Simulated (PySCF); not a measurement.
Geometry relaxation, with input and output: AsF (charge +1) (part 2 of 2)

Continued. System: AsF, charge +1, multiplicity 2. Method: UHF/pcseg-1, optimize (PySCF 2.14.0). 

Geometry of the input (Å):
```
As 0.0000  0.0000  0.0000
F  0.0000  0.0000  1.8900
```

**Log, continued**
```
----------------------------------------------
cycle 2: E = -2332.96659344  dE = -0.0223727  norm(grad) = 0.0083951
Step    1 : Displace = 1.000e-01/1.000e-01 (rms/max) Trust = 1.000e-01 (=) Grad = 5.936e-03/5.936e-03 (rms/max) E (change) = -2332.9665934442 (-2.237e-02) Quality = 1.024
Hessian Eigenvalues: 5.00000e-02 5.00000e-02 5.00000e-02 ... 5.00000e-02 5.00000e-02 2.37911e-01

Geometry optimization cycle 3
Cartesian coordinates (Angstrom)
 Atom        New coordinates             dX        dY        dZ
  As   0.000000   0.000000   0.106602    0.000000  0.000000  0.006602
   F  -0.000000  -0.000000   1.783398   -0.000000 -0.000000 -0.006602
New geometry
   1 As     0.000000000000   0.000000000000   0.106601882894 AA    0.000000000000   0.000000000000   0.201448363032 Bohr
   2 F     -0.000000000000  -0.000000000000   1.783398117106 AA   -0.000000000000  -0.000000000000   3.370134012394 Bohr

******** <class 'pyscf.scf.hf.UHF_Scanner'> ********
method = UHF_Scanner
initial guess = minao
damping factor = 0
level_shift factor = 0
DIIS = <class 'pyscf.scf.diis.CDIIS'>
diis_start_cycle = 1
diis_space = 8
diis_damp = 0
SCF conv_tol = 1e-09
SCF conv_tol_grad = None
SCF max_cycles = 50
direct_scf = True
direct_scf_tol = 1e-13
number electrons alpha = 21  beta = 20
Set gradient conv threshold to 3.16228e-05
init E= -2332.97469424901
  alpha nocc = 21  HOMO = -0.667888492370374  LUMO = -0.25180996418846
  beta  nocc = 20  HOMO = -0.846937223761526  LUMO = -0.304189444991577
  HOMO = -0.66788849237  LUMO = -0.304189444992  gap/eV = 9.89676
cycle= 1 E= -2332.9666113809  delta_E= 0.00808  |g|= 0.00287  |ddm|= 0.012
  alpha nocc = 21  HOMO = -0.669425525654463  LUMO = -0.252618008829549
  beta  nocc = 20  HOMO = -0.848809782659503  LUMO = -0.305048436489654
  HOMO = -0.669425525654  LUMO = -0.30504843649  gap/eV = 9.91521
cycle= 2 E= -2332.96661564334  delta_E= -4.26e-06  |g|= 0.00176  |ddm|= 0.00325
  alpha nocc = 21  HOMO = -0.669448874491016  LUMO = -0.252663495957157
  beta  nocc = 20  HOMO = -0.848705242284868  LUMO = -0.305092211762571
  HOMO = -0.669448874491  LUMO = -0.305092211763  gap/eV = 9.91465
cycle= 3 E= -2332.96661679157  delta_E= -1.15e-06  |g|= 0.000519  |ddm|= 0.00112
  alpha nocc = 21  HOMO = -0.669468940028895  LUMO = -0.252678245717553
  beta  nocc = 20  HOMO = -0.848833348274701  LUMO = -0.30510905169992
  HOMO = -0.669468940029  LUMO = -0.3051090517  gap/eV = 9.91474
cycle= 4 E= -2332.96661706916  delta_E= -2.78e-07  |g|= 0.000203  |ddm|= 0.000632
  alpha nocc = 21  HOMO = -0.669494265920796  LUMO = -0.252700547179694
  beta  nocc = 20  HOMO = -0.84889425570731  LUMO = -0.30512956665866
  HOMO = -0.669494265921  LUMO = -0.305129566659  gap/eV = 9.91487
cycle= 5 E= -2332.96661714873  delta_E= -7.96e-08  |g|= 6.2e-05  |ddm|= 0.000471
  alpha nocc = 21  HOMO = -0.669489546353667  LUMO = -0.252694535484204
  beta  nocc = 20  HOMO = -0.84889548229391  LUMO = -0.305122007751359
  HOMO = -0.669489546354  LUMO = -0.305122007751  gap/eV = 9.91495
cycle= 6 E= -2332.96661715468  delta_E= -5.95e-09  |g|= 2.03e-05  |ddm|= 0.000145
  alpha nocc = 21  HOMO = -0.669491481284267  LUMO = -0.252696400328053
  beta  nocc = 20  HOMO = -0.848894290515723  LUMO = -0.305123642753161
  HOMO = -0.669491481284  LUMO = -0.305123642753  gap/eV = 9.91495
cycle= 7 E= -2332.96661715546  delta_E= -7.86e-10  |g|= 1.05e-05  |ddm|= 4.45e-05
  alpha nocc = 21  HOMO = -0.66949116501959  LUMO = -0.252696007474707
  beta  nocc = 20  HOMO = -0.848892561221039  LUMO = -0.305123352646871
  HOMO = -0.66949116502  LUMO = -0.305123352647  gap/eV = 9.91495
Extra cycle  E= -2332.96661715562  delta_E= -1.54e-10  |g|= 7.61e-06  |ddm|= 1.37e-05
converged SCF energy = -2332.96661715562  <S^2> = 0.76154256  2S+1 = 2.0115094

******** <class 'pyscf.grad.rhf.Gradients_Scanner'> for <class 'pyscf.scf.hf.UHF_Scanner'> ********
unit = Eh/Bohr
--------------- UHF_Scanner gradients ---------------
         x                y                z
0 As    -0.0000000000    -0.0000000000     0.0041496509
1 F     0.0000000000     0.0000000000    -0.0041496509
----------------------------------------------
cycle 3: E = -2332.96661716  dE = -2.37114e-05  norm(grad) = 0.00586849
Step    2 : Displace = 6.602e-03/6.602e-03 (rms/max) Trust = 1.414e-01 (+) Grad = 4.150e-03/4.150e-03 (rms/max) E (change) = -2332.9666171556 (-2.371e-05) Quality = 0.320
Hessian Eigenvalues: 5.00000e-02 5.00000e-02 5.00000e-02 ... 5.00000e-02 5.00000e-02 4.04219e-01

Geometry optimization cycle 4
Cartesian coordinates (Angstrom)
 Atom        New coordinates             dX        dY        dZ
  As   0.000000   0.000000   0.103886    0.000000  0.000000 -0.002716
   F  -0.000000  -0.000000   1.786114   -0.000000 -0.000000  0.002716
New geometry
   1 As     0.000000000000   0.000000000000   0.103885659429 AA    0.000000000000   0.000000000000   0.196315444590 Bohr
   2 F     -0.000000000000  -0.000000000000   1.786114340570 AA   -0.000000000000  -0.000000000000   3.375266930836 Bohr

******** <class 'pyscf.scf.hf.UHF_Scanner'> ********
method = UHF_Scanner
initial guess = minao
damping factor = 0
level_shift factor = 0
DIIS = <class 'pyscf.scf.diis.CDIIS'>
diis_start_cycle = 1
diis_space = 8
diis_damp = 0
SCF conv_tol = 1e-09
SCF conv_tol_grad = None
SCF max_cycles = 50
direct_scf = True
direct_scf_tol = 1e-13
number electrons alpha = 21  beta = 20
Set gradient conv threshold to 3.16228e-05
init E= -2332.96341979833
  alpha nocc = 21  HOMO = -0.670742609146534  LUMO = -0.253575659280708
  beta  nocc = 20  HOMO = -0.849498321228141  LUMO = -0.306051526727375
  HOMO = -0.670742609147  LUMO = -0.306051526727  gap/eV = 9.92375
cycle= 1 E= -2332.96663695964  delta_E= -0.00322  |g|= 0.00117  |ddm|= 0.00497
  alpha nocc = 21  HOMO = -0.670120142567586  LUMO = -0.253253802596364
  beta  nocc = 20  HOMO = -0.848735520956741  LUMO = -0.305708600505245
  HOMO = -0.670120142568  LUMO = -0.305708600505  gap/eV = 9.91614
cycle= 2 E= -2332.96663767532  delta_E= -7.16e-07  |g|= 0.000719  |ddm|= 0.00134
  alpha nocc = 21  HOMO = -0.670109155586887  LUMO = -0.253233451147836
  beta  nocc = 20  HOMO = -0.848778867622414  LUMO = -0.305688950767918
  HOMO = -0.670109155587  LUMO = -0.305688950768  gap/eV = 9.91638
cycle= 3 E= -2332.96663786741  delta_E= -1.92e-07  |g|= 0.000213  |ddm|= 0.00046
  alpha nocc = 21  HOMO = -0.670100310386923  LUMO = -0.253226616218357
  beta  nocc = 20  HOMO = -0.848724737614705  LUMO = -0.305681261981216
  HOMO = -0.670100310387  LUMO = -0.305681261981  gap/eV = 9.91635
cycle= 4 E= -2332.96663791437  delta_E= -4.7e-08  |g|= 8.29e-05  |ddm|= 0.00026
  alpha nocc = 21  HOMO = -0.670090009309937  LUMO = -0.253217433056994
  beta  nocc = 20  HOMO = -0.848699281716574  LUMO = -0.30567285294231
  HOMO = -0.67009000931  LUMO = -0.305672852942  gap/eV = 9.91630
cycle= 5 E= -2332.96663792771  delta_E= -1.33e-08  |g|= 2.48e-05  |ddm|= 0.000193
  alpha nocc = 21  HOMO = -0.670091937186842  LUMO = -0.253219849729147
  beta  nocc = 20  HOMO = -0.848698434369465  LUMO = -0.305675928479739
  HOMO = -0.670091937187  LUMO = -0.30567592848  gap/eV = 9.91626
cycle= 6 E= -2332.96663792866  delta_E= -9.5e-10  |g|= 7.61e-06  |ddm|= 5.84e-05
  alpha nocc = 21  HOMO = -0.670091339885508  LUMO = -0.253219223696121
  beta  nocc = 20  HOMO = -0.848698798938667  LUMO = -0.305675344315492
  HOMO = -0.670091339886  LUMO = -0.305675344315  gap/eV = 9.91626
Extra cycle  E= -2332.96663792873  delta_E= -7.37e-11  |g|= 5.34e-06  |ddm|= 9.25e-06
converged SCF energy = -2332.96663792873  <S^2> = 0.7615258  2S+1 = 2.0114928

******** <class 'pyscf.grad.rhf.Gradients_Scanner'> for <class 'pyscf.scf.hf.UHF_Scanner'> ********
unit = Eh/Bohr
--------------- UHF_Scanner gradients ---------------
         x                y                z
0 As     0.0000000000     0.0000000000    -0.0000831704
1 F    -0.0000000000    -0.0000000000     0.0000831704
----------------------------------------------
cycle 4: E = -2332.96663793  dE = -2.07731e-05  norm(grad) = 0.000117621
Step    3 : Displace = 2.716e-03/2.716e-03 (rms/max) Trust = 1.414e-01 (=) Grad = 8.317e-05/8.317e-05 (rms/max) E (change) = -2332.9666379287 (-2.077e-05) Quality = 0.975
Hessian Eigenvalues: 5.00000e-02 5.00000e-02 5.00000e-02 ... 5.00000e-02 5.00000e-02 4.12321e-01

Geometry optimization cycle 5
Cartesian coordinates (Angstrom)
 Atom        New coordinates             dX        dY        dZ
  As  -0.000000  -0.000000   0.103939   -0.000000 -0.000000  0.000053
   F   0.000000   0.000000   1.786061    0.000000  0.000000 -0.000053
New geometry
   1 As    -0.000000000000  -0.000000000000   0.103939030306 AA   -0.000000000000  -0.000000000000   0.196416300932 Bohr
   2 F      0.000000000000   0.000000000000   1.786060969693 AA    0.000000000000   0.000000000000   3.375166074495 Bohr

******** <class 'pyscf.scf.hf.UHF_Scanner'> ********
method = UHF_Scanner
initial guess = minao
damping factor = 0
level_shift factor = 0
DIIS = <class 'pyscf.scf.diis.CDIIS'>
diis_start_cycle = 1
diis_space = 8
diis_damp = 0
SCF conv_tol = 1e-09
SCF conv_tol_grad = None
SCF max_cycles = 50
direct_scf = True
direct_scf_tol = 1e-13
number electrons alpha = 21  beta = 20
Set gradient conv threshold to 3.16228e-05
init E= -2332.96670178973
  alpha nocc = 21  HOMO = -0.670066717205763  LUMO = -0.25320191580819
  beta  nocc = 20  HOMO = -0.848687434264708  LUMO = -0.30565709395099
  HOMO = -0.670066717206  LUMO = -0.305657093951  gap/eV = 9.91609
cycle= 1 E= -2332.96663793689  delta_E= 6.39e-05  |g|= 2.34e-05  |ddm|= 9.8e-05
  alpha nocc = 21  HOMO = -0.670078998631746  LUMO = -0.253208324019536
  beta  nocc = 20  HOMO = -0.848702967006745  LUMO = -0.305663908719233
  HOMO = -0.670078998632  LUMO = -0.305663908719  gap/eV = 9.91624
cycle= 2 E= -2332.96663793717  delta_E= -2.83e-10  |g|= 1.46e-05  |ddm|= 2.67e-05
  alpha nocc = 21  HOMO = -0.670079291285336  LUMO = -0.253208919267073
  beta  nocc = 20  HOMO = -0.848701845652595  LUMO = -0.305664470288725
  HOMO = -0.670079291285  LUMO = -0.305664470289  gap/eV = 9.91623
Extra cycle  E= -2332.96663793722  delta_E= -5.46e-11  |g|= 1.09e-05  |ddm|= 1.41e-05
converged SCF energy = -2332.96663793722  <S^2> = 0.76152552  2S+1 = 2.0114925

******** <class 'pyscf.grad.rhf.Gradients_Scanner'> for <class 'pyscf.scf.hf.UHF_Scanner'> ********
unit = Eh/Bohr
--------------- UHF_Scanner gradients ---------------
         x                y                z
0 As     0.0000000000    -0.0000000000    -0.0000008261
1 F    -0.0000000000     0.0000000000     0.0000008261
----------------------------------------------
cycle 5: E = -2332.96663794  dE = -8.49059e-09  norm(grad) = 1.1683e-06
```

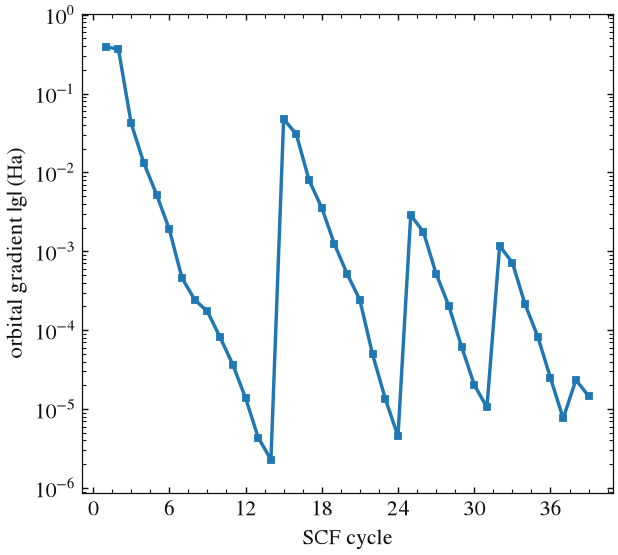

**Figure 1.** Convergence of the self-consistent field: orbital gradient |g| against the SCF cycle. All cycles printed in the log are drawn one after another.

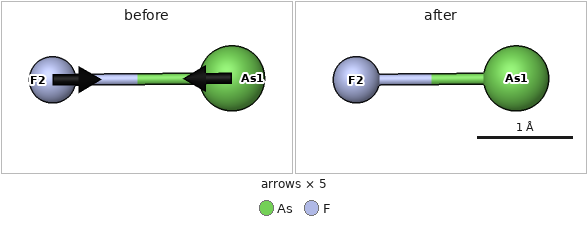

**Figure 2.** Before (left) and after (right) the relaxation, at one scale (ball-and-stick view, seen at a tilt). The black arrows give the displacements, magnified 5 times. The largest moves after the best rigid fit, 0.10 Å, are those of As1 and F2. Largest moves by element: F 0.10 Å, As 0.10 Å. Distances before and after: As1–F2 1.890 → 1.682 Å. (Atoms are counted from 1 in the order of the input.)

```
Step    4 : Displace = 5.337e-05/5.337e-05 (rms/max) Trust = 2.000e-01 (+) Grad = 8.261e-07/8.261e-07 (rms/max) E (change) = -2332.9666379372 (-8.491e-09) Quality = 1.012
Hessian Eigenvalues: 5.00000e-02 5.00000e-02 5.00000e-02 ... 5.00000e-02 5.00000e-02 4.12321e-01
Converged! =D

    #| If this code has benefited your research, please support us by citing: |#
    #| Wang, L.-P.; Song, C.C. (2016) "Geometry optimization made simple with |#
    #| translation and rotation coordinates", J. Chem, Phys. 144, 214108.     |#
    #|                                     |#
optimised geometry (angstrom)
As         -0.00000000       -0.00000000        0.10393903
F           0.00000000        0.00000000        1.78606097
orbital energies (hartree): [array([-0.8718, -0.8443, -0.6906, -0.3425, -0.2135,  0.0865]), array([-0.8744, -0.8707, -0.8292, -0.3245, -0.271 , -0.1946])]
```

**Results in brief**

```json
{"quantity": "outcome", "value": "converged"}
{"quantity": "SCF energy at the first geometry", "value": "−2332.944221 hartree"}
{"quantity": "⟨S²⟩", "value": "0.761"}
{"quantity": "wall time", "value": "14 s"}
```
